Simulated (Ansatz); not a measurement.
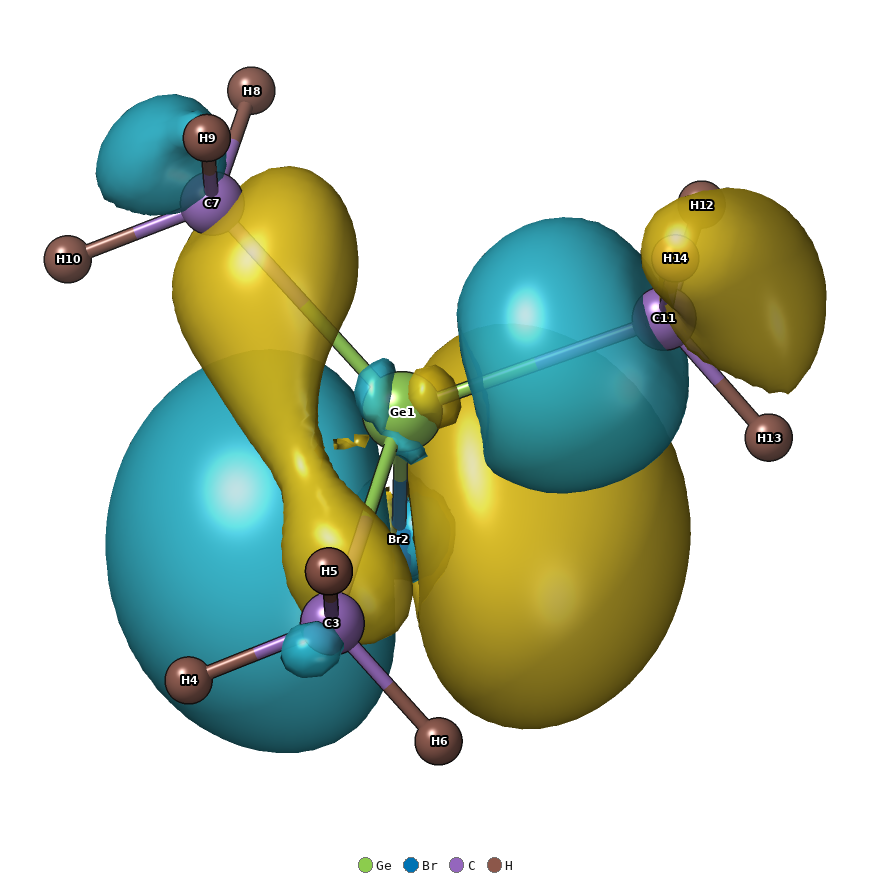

C₃H₉BrGe. The HOMO at ±0.08 Å⁻³ᐟ² (yellow and cyan are the two phases), seen at a tilt.

Geometry: r2SCAN-D4/def2-SVP.

Theory: RKS PBE0-D4/def2-TZVP in Ansatz.

Input file:

```
crystal:
  periodic: [false, false, false]
  atoms:
    - {symbol: Ge, position_ang: [0.001552, 0.001224, 0.376648]}
    - {symbol: Br, position_ang: [0.011904, 0.009304, 2.722465]}
    - {symbol: C, position_ang: [1.866230, 0.005506, -0.184143]}
    - {symbol: H, position_ang: [2.382330, 0.892985, 0.210509]}
    - {symbol: H, position_ang: [1.925513, 0.020265, -1.284415]}
    - {symbol: H, position_ang: [2.379961, -0.893636, 0.186554]}
    - {symbol: C, position_ang: [-0.939576, 1.613413, -0.177099]}
    - {symbol: H, position_ang: [-1.969515, 1.607083, 0.208743]}
    - {symbol: H, position_ang: [-0.972755, 1.667533, -1.277213]}
    - {symbol: H, position_ang: [-0.426085, 2.507283, 0.206334]}
    - {symbol: C, position_ang: [-0.929114, -1.620819, -0.165946]}
    - {symbol: H, position_ang: [-1.961888, -1.614851, 0.212297]}
    - {symbol: H, position_ang: [-0.414446, -2.508134, 0.230889]}
    - {symbol: H, position_ang: [-0.954121, -1.687156, -1.265644]}
basis:
  gaussian: {orbitals: def2-TZVP, initial_orbitals: start.molden}
hamiltonian: {xc: pbe0, dispersion: d4}
scf: {omitted_lower_state_checks: [starts]}
output: {orbitals: {seedname: orbitals}}
```

Run with:

```sh
ansatz run in.yaml --threads 4 --pin off --events-out ev --progress --plain --max-ram 4787MiB
```

> What is the character of this orbital?

Its weight (Hirshfeld) is mainly on Br2 (about 75 %) and Ge1 (about 5 %); largely a lone pair of Br2. It is one of a degenerate set, so its orientation is arbitrary. Its energy is −7.74 eV.
